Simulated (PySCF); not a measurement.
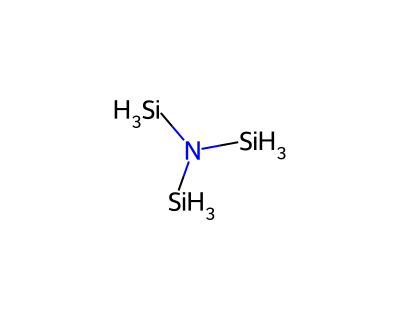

Figure made from data computed with PySCF.

Give its SMILES.

[SiH3]N([SiH3])[SiH3]

What is the molecular formula?

H9NSi3.
